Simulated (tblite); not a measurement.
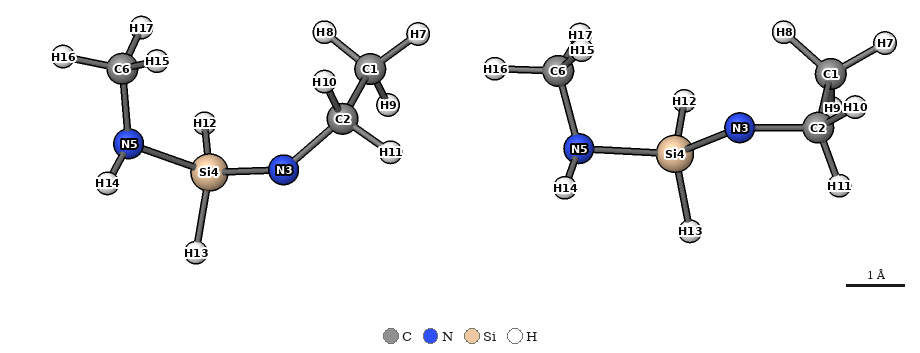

Two geometries of C3H11N2Si (multiplicity 2), drawn at one scale. One is the start of a relaxation, the other its converged end. The picture is a ball-and-stick view, seen at a tilt.

All numbers below come from tblite, GFN2-xTB geometry optimisation, gas phase. 

Which geometry has the lower energy?

Answer. The left one is the relaxed one. The energy falls by 0.695 eV in 107 geometry steps. H10 moves most after the best rigid fit: 1.32 Å. By element the largest moves are H 1.32 Å, N 0.97 Å, Si 0.54 Å, C 0.46 Å. Near-neighbour distances that change, for instance: N3–Si4 1.768 → 1.679 Å, C2–N3 1.434 → 1.394 Å, Si4–H13 1.493 → 1.458 Å, C6–H17 1.116 → 1.089 Å. Among the angles between lasting bonds that change: C2–N3–Si4 114.6° → 135.5°, N3–Si4–H12 108.7° → 122.7°, Si4–N5–C6 110.6° → 121.6°. Groups turn about C2–N3 by about 85°, N3–Si4 by about 80°, C1–C2 by about 40°.
